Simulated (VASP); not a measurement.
Band structure of La₂BiO₂ (space group I4/mmm). Method: PBEsol GGA, VASP's PBE PAW potentials (set 64) (plane waves; VASP).

Unless said otherwise, spin-orbit coupling is left out, though it shifts the bands of the heavy elements here.

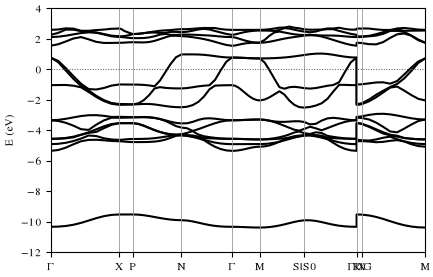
Bands along high-symmetry lines, zero at the valence-band maximum or, without a gap, the Fermi level

Read the plot: is there a gap, and where are the band edges?

It has no gap at this level: it comes out as a metal or semimetal. (Edges off the drawn lines would not show.)

The structure comes from a computed database's La2BiO2 entry (I4/mmm); how it stands against other phases isn't given here. It was relaxed first. The electron count is odd and the run is not spin-polarised, which forces a metal.
